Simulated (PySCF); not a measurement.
**Geometry relaxation of C3H7NSi**

- system: C3H7NSi
- method: PBE0-D3(BJ)/def2-SVP geometry optimisation, gas phase (PySCF 2.14.0)

It belongs to a series of runs on one base structure; here: H on C replaced by CH=NH.

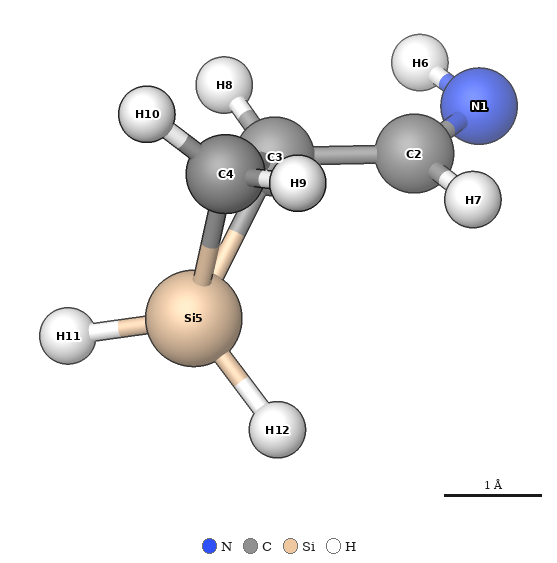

The structure as given in the input (ball-and-stick view, seen at a tilt; atoms are numbered from 1 in the order of the input). Bond lengths as drawn: C–C 1.47 to 1.51 Å, C–H 1.07 to 1.10 Å, C–N 1.29 Å, C–Si 1.90 Å, H–N 1.02 Å and H–Si 1.44 to 1.45 Å.

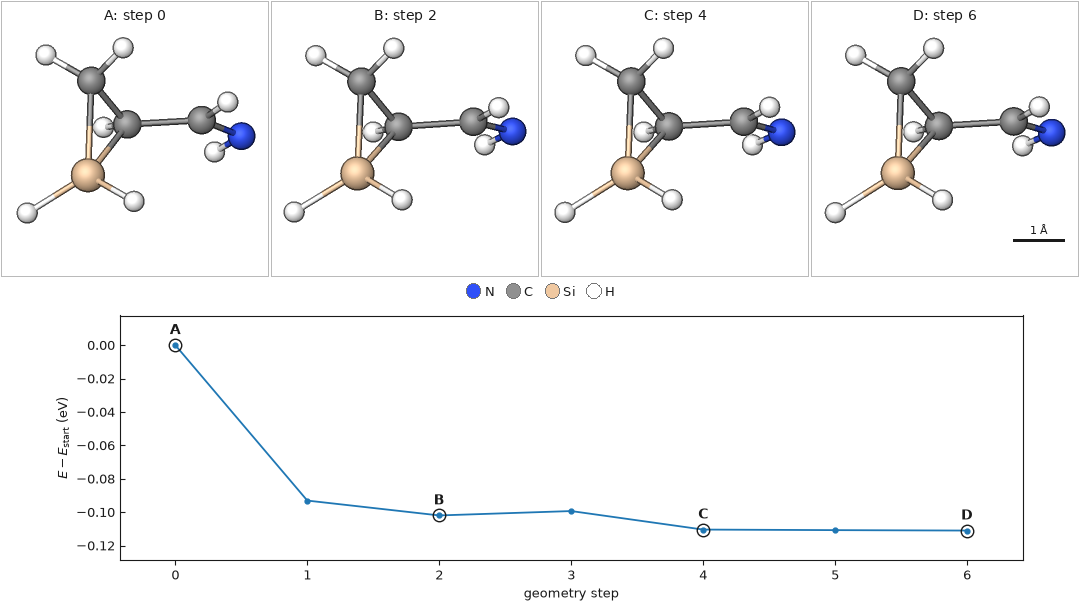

Frames of the relaxation (ball-and-stick view, seen at a tilt) above the curves, on which the letters mark them (steps are counted from 0).

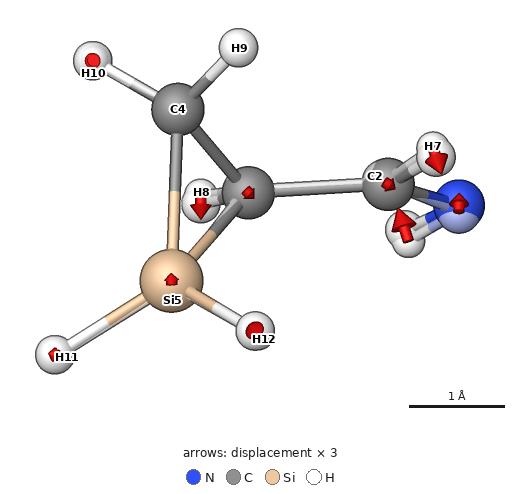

Start (faint) and end (solid) with the displacements as red arrows, magnified 3 times (ball-and-stick view, seen at a tilt). The two geometries are laid on each other by the best rigid fit. Over 6 geometry steps the energy falls by 0.111 eV. The largest force component goes from 1.6 to 0.018 eV/Å. H6 moves most after the best rigid fit: 0.13 Å. By element the largest moves are H 0.13 Å, N 0.08 Å, C 0.05 Å, Si 0.04 Å. Among the contacts that change: C4–Si5 1.900 → 1.850 Å, Si5–H11 1.438 → 1.483 Å, C3–C4 1.511 → 1.542 Å, Si5–H12 1.454 → 1.482 Å. Among the angles that change: Si5–C3–H8 118.2° → 115.2°, N1–C2–H7 114.3° → 116.8°, H11–Si5–H12 118.7° → 116.4°. (Atoms are counted from 1 in the order of the input.)

The input and output of the run follow.

### Input file
```
{"job": {"xc": "PBE0", "basis": "def2-SVP", "d3": "d3bj", "grid": 1, "shake": 0.01, "kind": "geom"}, "charge": 0, "multiplicity": 1}
N      2.266150    -1.211420     0.150120
C      1.206730    -0.548380     0.483250
C      0.239630     0.150640    -0.370520
C     -0.612980     1.230920     0.252540
Si    -1.600720    -0.317790    -0.233370
H      2.423100    -1.178790    -0.860880
H      1.003240    -0.536010     1.551660
H      0.646430     0.368500    -1.365700
H     -0.456310     1.440590     1.320310
H     -0.740770     2.139070    -0.305860
H     -2.368060    -0.312590    -1.449300
H     -1.966750    -1.253020     0.818720
```

The first line tells a small driver script what to run in PySCF; the rest is the geometry in Å.

Launch command:
```bash
OMP_NUM_THREADS=1 python <driver script> task.json out
```

### Log
```
step   0  E = -462.16971980  max force = 0.031126
step   1  E = -462.17313933  max force = 0.010081
step   2  E = -462.17346621  max force = 0.007117
step   3  E = -462.17336994  max force = 0.007955
step   4  E = -462.17377738  max force = 0.001364
step   5  E = -462.17378957  max force = 0.000617
step   6  E = -462.17379900  max force = 0.000340
optimisation converged
```

### Trajectory as extended XYZ (Å, eV, eV/Å), 7 frames, from step=0 to step=6
```
12
Properties=species:S:1:pos:R:3:forces:R:3 step=0 energy=-12576.27865
N     2.2662   -1.2114    0.1501   -1.0768   0.8212   0.5222
C     1.2067   -0.5484    0.4833    1.6006  -1.1776  -0.7064
C     0.2396    0.1506   -0.3705    0.4010  -0.1785  -0.1891
C    -0.6130    1.2309    0.2525   -0.7161  -0.6946   0.5180
Si   -1.6007   -0.3178   -0.2334    1.1538   1.0839   0.5304
H     2.4231   -1.1788   -0.8609   -0.1422   0.0396  -0.1817
H     1.0032   -0.5360    1.5517   -0.2677   0.0661   0.5943
H     0.6464    0.3685   -1.3657   -0.1789  -0.0559  -0.1351
H    -0.4563    1.4406    1.3203    0.0072  -0.1466  -0.0639
H    -0.7408    2.1391   -0.3059   -0.1264   0.6107  -0.4993
H    -2.3681   -0.3126   -1.4493   -0.5110  -0.0092  -0.7437
H    -1.9667   -1.2530    0.8187   -0.1435  -0.3593   0.3543
12
Properties=species:S:1:pos:R:3:forces:R:3 step=1 energy=-12576.37170
N     2.4613   -0.8110    0.1510    0.0485  -0.1974  -0.1763
C     1.2865   -0.4789    0.4965    0.0367   0.5184  -0.0089
C     0.2276    0.1071   -0.3558    0.1103  -0.0901  -0.0065
C    -0.7562    1.1111    0.2680   -0.1827   0.0196  -0.0843
Si   -1.5637   -0.4848   -0.2485    0.1126   0.2679   0.0650
H     2.5859   -0.6658   -0.8631   -0.0277  -0.0283   0.2004
H     1.0397   -0.5453    1.5732   -0.0512  -0.1711  -0.0200
H     0.5898    0.3753   -1.3567   -0.0607  -0.0486  -0.0543
H    -0.6189    1.3230    1.3344    0.0031  -0.0517   0.0323
H    -0.9431    2.0260   -0.3113    0.0244  -0.1291   0.0508
H    -2.3617   -0.5168   -1.4963   -0.0014  -0.0358  -0.0141
H    -1.9068   -1.4729    0.7977   -0.0120  -0.0539   0.0160
12
Properties=species:S:1:pos:R:3:forces:R:3 step=2 energy=-12576.38060
N     2.4602   -0.8485    0.1691   -0.0995   0.0515  -0.2360
C     1.2941   -0.4480    0.4727   -0.1595  -0.0978   0.3660
C     0.2272    0.1359   -0.3689    0.3391  -0.0052  -0.1472
C    -0.7669    1.1213    0.2730   -0.0692   0.0209  -0.0207
Si   -1.5545   -0.4747   -0.2422    0.0220   0.0523   0.0733
H     2.6265   -0.7168   -0.8359    0.0309   0.0252  -0.0308
H     1.0124   -0.5600    1.5370   -0.0268   0.0406   0.0535
H     0.5687    0.4032   -1.3778   -0.0625  -0.0004  -0.0383
H    -0.6221    1.3233    1.3410    0.0086  -0.0427  -0.0002
H    -0.9723    2.0334   -0.2972    0.0110  -0.0055   0.0026
H    -2.3617   -0.5251   -1.4844    0.0097  -0.0199  -0.0066
H    -1.8714   -1.4769    0.8026   -0.0039  -0.0189  -0.0155
12
Properties=species:S:1:pos:R:3:forces:R:3 step=3 energy=-12576.37798
N     2.4286   -0.8587    0.1300    0.1219   0.0168   0.3296
C     1.2918   -0.4373    0.5089   -0.0503  -0.3478  -0.4091
C     0.2447    0.1438   -0.3541   -0.0542   0.1669   0.1719
C    -0.7652    1.1274    0.2701   -0.0154   0.0548  -0.0168
Si   -1.5349   -0.4708   -0.2406   -0.0739  -0.1102   0.0432
H     2.5490   -0.6944   -0.8743   -0.0029   0.0199  -0.0650
H     1.0159   -0.5818    1.5721    0.0837   0.1218  -0.0290
H     0.5893    0.3961   -1.3665   -0.0060   0.0068   0.0445
H    -0.6344    1.3309    1.3400    0.0117  -0.0172  -0.0229
H    -0.9670    2.0326   -0.3071   -0.0209   0.0841  -0.0191
H    -2.3203   -0.5490   -1.4958    0.0050  -0.0011   0.0025
H    -1.8570   -1.4717    0.8064    0.0011   0.0051  -0.0297
12
Properties=species:S:1:pos:R:3:forces:R:3 step=4 energy=-12576.38906
N     2.4454   -0.8521    0.1483   -0.0004   0.0123   0.0089
C     1.2886   -0.4539    0.4891   -0.0102   0.0038  -0.0052
C     0.2354    0.1374   -0.3615    0.0701   0.0344   0.0098
C    -0.7657    1.1243    0.2717   -0.0246   0.0106  -0.0278
Si   -1.5470   -0.4730   -0.2397   -0.0124  -0.0007   0.0282
H     2.5904   -0.6961   -0.8565   -0.0098  -0.0166  -0.0056
H     1.0185   -0.5617    1.5574   -0.0043  -0.0093  -0.0069
H     0.5760    0.3969   -1.3727   -0.0170  -0.0059  -0.0023
H    -0.6257    1.3240    1.3405    0.0057  -0.0168   0.0050
H    -0.9676    2.0354   -0.3008    0.0033   0.0040   0.0065
H    -2.3414   -0.5371   -1.4897    0.0018  -0.0089  -0.0014
H    -1.8665   -1.4771    0.8029   -0.0021  -0.0070  -0.0092
12
Properties=species:S:1:pos:R:3:forces:R:3 step=5 energy=-12576.38940
N     2.4444   -0.8523    0.1477   -0.0094  -0.0317  -0.0094
C     1.2893   -0.4495    0.4882   -0.0128  -0.0009   0.0058
C     0.2370    0.1433   -0.3614    0.0304   0.0182   0.0022
C    -0.7677    1.1259    0.2733   -0.0089  -0.0002  -0.0230
Si   -1.5442   -0.4734   -0.2391   -0.0092  -0.0028   0.0155
H     2.5843   -0.7097   -0.8599    0.0086   0.0200   0.0011
H     1.0184   -0.5577    1.5562    0.0055   0.0161   0.0040
H     0.5748    0.4032   -1.3733   -0.0090  -0.0023  -0.0018
H    -0.6272    1.3224    1.3427    0.0026  -0.0108   0.0035
H    -0.9721    2.0380   -0.2967    0.0020   0.0027   0.0068
H    -2.3374   -0.5417   -1.4896    0.0013  -0.0042  -0.0006
H    -1.8593   -1.4814    0.8010   -0.0012  -0.0040  -0.0042
12
Properties=species:S:1:pos:R:3:forces:R:3 step=6 energy=-12576.38965
N     2.4415   -0.8572    0.1450    0.0026  -0.0062  -0.0046
C     1.2893   -0.4472    0.4867   -0.0063  -0.0137   0.0035
C     0.2380    0.1477   -0.3619   -0.0041   0.0175   0.0050
C    -0.7692    1.1269    0.2746    0.0061  -0.0066  -0.0152
Si   -1.5424   -0.4737   -0.2376   -0.0038  -0.0099   0.0028
H     2.5828   -0.7113   -0.8618    0.0033   0.0046  -0.0030
H     1.0189   -0.5534    1.5550    0.0039   0.0109   0.0054
H     0.5723    0.4070   -1.3750   -0.0003   0.0012  -0.0016
H    -0.6273    1.3198    1.3445   -0.0014  -0.0034   0.0014
H    -0.9754    2.0402   -0.2927   -0.0012   0.0047   0.0060
H    -2.3349   -0.5465   -1.4883    0.0012   0.0010  -0.0002
H    -1.8532   -1.4851    0.8004   -0.0001   0.0000   0.0003
```

### Key numbers

- outcome: converged
- total energy: −462.173799 hartree
- dipole moment: 3.02 D
- point group: C1
- hardware: 1 CPU thread, shared host
- wall time: 43 s
- peak memory: 0.46 GiB
